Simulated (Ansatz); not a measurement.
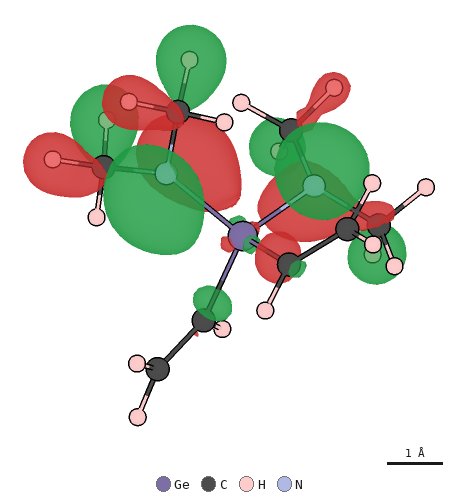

C8H18GeN2 (Ge(vinyl)2(NMe2)2). The HOMO−1 at ±0.1 Å⁻³ᐟ² (green and red are the two phases), seen across its widest extent.

Geometry: PBE-D4/def2-SVP; not at a stationary point (largest force 0.7 eV/Å).

These are results of Ansatz 0.2.0, RKS PBE0-D4/def2-TZVP, not measurements.

```xyz
29

Ge    0.3986   -0.0105    0.3077
C     0.3227   -0.1495    2.2635
C     0.9768    0.6840    3.0947
H    -0.2641   -0.9809    2.6977
H     1.5778    1.5337    2.7235
H     0.9415    0.5662    4.1930
C     2.2368    0.0043   -0.3498
C     2.5817   -0.5509   -1.5270
H     3.0071    0.5048    0.2645
H     1.8293   -1.0623   -2.1534
H     3.6171   -0.5279   -1.9108
N    -0.4266    1.5682   -0.1908
C    -1.5160    2.1414    0.5675
C    -0.3407    2.0187   -1.5626
H    -1.4460    3.2555    0.5842
H    -1.4861    1.7926    1.6191
H    -2.5284    1.8909    0.1555
H     0.5572    1.5966   -2.0574
H    -1.2311    1.7354   -2.1821
H    -0.2562    3.1309   -1.6113
N    -0.4416   -1.4439   -0.5498
C     0.0372   -2.7853   -0.2884
C    -1.8664   -1.3671   -0.7925
H    -0.4308   -3.2658    0.6117
H     1.1360   -2.7859   -0.1351
H    -0.1747   -3.4593   -1.1527
H    -2.1703   -0.3172   -0.9770
H    -2.1479   -1.9602   -1.6952
H    -2.4930   -1.7567    0.0534
```

Where does this orbital lie, and at what energy?

Answer. It lies mainly on N12 (about 35 %), N21 (about 20 %) and Ge1 (about 5 %). Its energy is −6.06 eV.
